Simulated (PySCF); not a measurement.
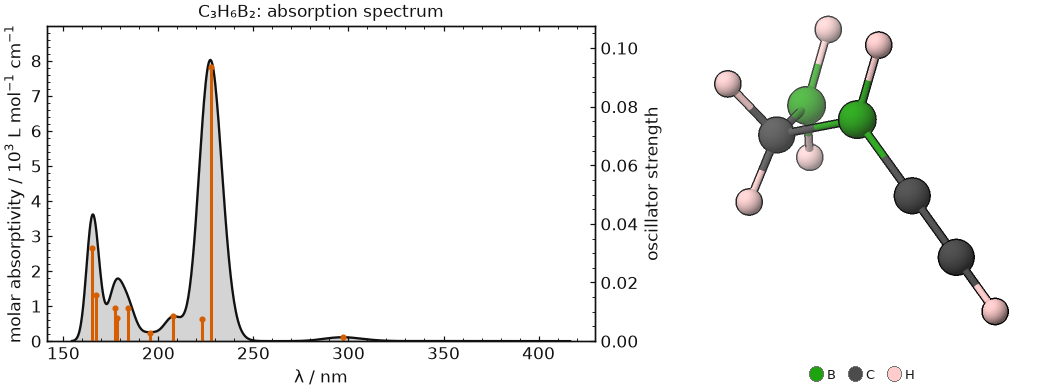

Computed absorption of C₃H₆B₂, SMILES BCBC#C. Vertical TDDFT excitations, CAM-B3LYP/def2-SVPD with PySCF 2.14.0, at a PBE0-D3(BJ)/def2-SVP geometry (no frequency check), gas phase. The lowest 10 singlet states are shown; each is broadened by a Gaussian of 1/e half-width 0.20 eV. Sticks give oscillator strengths (right axis).

> Does any vertical transition fall in the visible?

No singlet lies below 3.1 eV (beyond 400 nm), so at this level no vertical transition falls in the visible.

> Which of the computed transitions is the brightest, and what character does the calculation give it?

S2 at 5.45 eV (228 nm), f = 0.093, mainly HOMO−1 → LUMO (67 %).

> Where is the maximum of the broadened curve, and how high is it?

At about 5.5 eV (227 nm), with ε near 8000 L mol⁻¹ cm⁻¹.

Caveats: one conformer of a flexible molecule; core orbitals are frozen in the response.
